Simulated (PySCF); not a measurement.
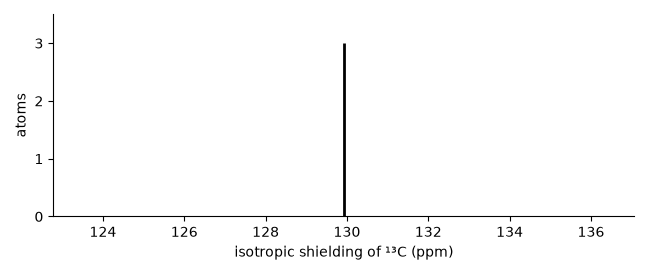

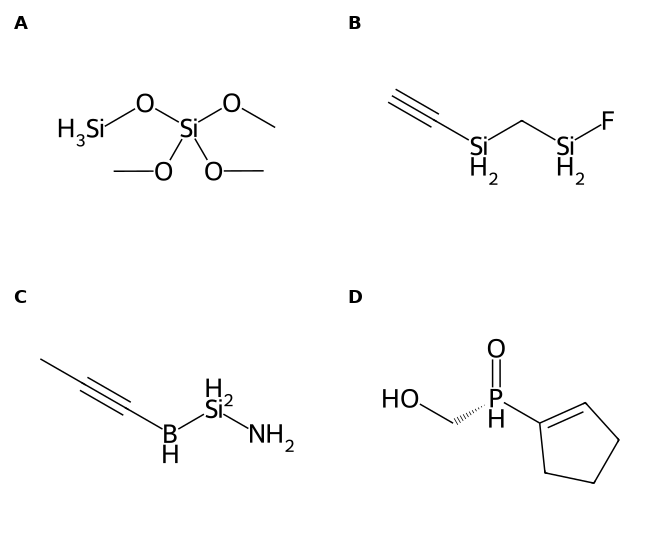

The sticks are computed shieldings of one of the molecules, for one fixed geometry (PBE0-D3(BJ)/def2-SVP) without averaging over rotations. Low shielding means a high chemical shift. Method: GIAO KT2/pcSseg-1 NMR shielding, non-relativistic, gas phase (PySCF 2.14.0).

Which molecule gives this pattern?

A, `CO[Si](OC)(OC)O[SiH3]`. Its 3 C atoms give lines at 129.9 (3 atoms) ppm.
